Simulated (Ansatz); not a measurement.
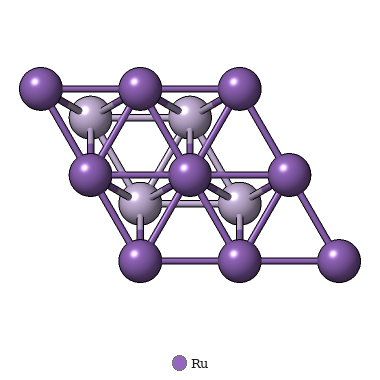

The system is N on a Ru(001) slab cut from the P6_3/mmc phase, its upper half relaxed before the scan (16 atoms of substrate and one adsorbate in a 2 × 2 cell); the picture shows it without the atoms that are moved over the map. N is moved over the surface cell; relaxed at each place: the height of the adsorbate's atoms; substrate rigid; the origin of the map has the adsorbate above Ru13. Places are given modulo a cell vector. The map is drawn in real space over the plane of the surface. Grid: 6 × 6 points; 10 points were computed and 26 follow by symmetry. Places are given in fractions of the 1 × 1 surface cell. All energies are given in eV relative to the lowest grid point. These are results of Ansatz, DFT PBE, scalar-relativistic, plane waves, PAW, not measurements. Settings: cutoff 420 eV, k-mesh 6×6×1, gaussian smearing 0.1 eV, no spin polarisation.

Range: position of N17 along the first surface vector from 0.000 to 0.833; position of N17 along the second surface vector from 0.000 to 0.833.

**What landscape does the calculation give?**

The lowest grid point is at a threefold hollow over a second-layer Ru atom, (2/6, 4/6) of the cell vectors. A higher local minimum lies near a threefold hollow, (4/6, 2/6) of the cell vectors (0.60 eV above the lowest at that grid point). The highest grid point, the top site over a surface Ru atom, (0/6, 0/6) of the cell vectors, lies 1.85 eV above the lowest. On the interpolated surface the easiest way out of the lowest well to the well at a threefold hollow, (4/6, 2/6) of the cell vectors passes a barrier of about 0.8 eV. At the lowest point the adsorbate has 3 Ru at 1.92 Å as nearest neighbours, at the highest 1 Ru at 1.69 Å. Its relaxed height above the top atom is 1.10 Å at the lowest and 1.69 Å at the highest point.

| second ↓, first → | 0/6 | 1/6 | 2/6 | 3/6 | 4/6 | 5/6 |
| --- | --- | --- | --- | --- | --- | --- |
| 5/6 | 1.76 | 1.48 | 0.68 | 0.68 | 1.48 | 1.76 |
| 4/6 | 1.34 | 0.68 | 0.00 | 0.68 | 1.34 | 1.54 |
| 3/6 | 0.74 | 0.68 | 0.68 | 0.74 | 0.96 | 0.96 |
| 2/6 | 1.34 | 1.48 | 1.34 | 0.96 | 0.60 | 0.96 |
| 1/6 | 1.76 | 1.76 | 1.54 | 0.96 | 0.96 | 1.54 |
| 0/6 | 1.85 | 1.76 | 1.34 | 0.74 | 1.34 | 1.76 |

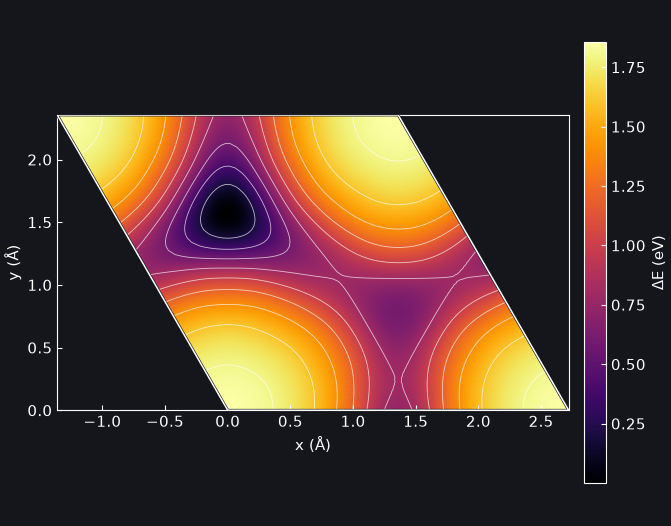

The picture shows a smooth colour map with a few white contour lines, the outline of one cell of the plane. Between grid points the surface is interpolated.

Each point was launched as `ansatz run input.yaml --threads 8 --pin off --max-ram 22528MiB --backend cpu --events-out ev --progress --plain --runs-dir out`. The whole map (10 points run) took 7.2 min on 8 threads of Intel(R) Xeon(R) Platinum 8488C (Sapphire Rapids), on a shared host.
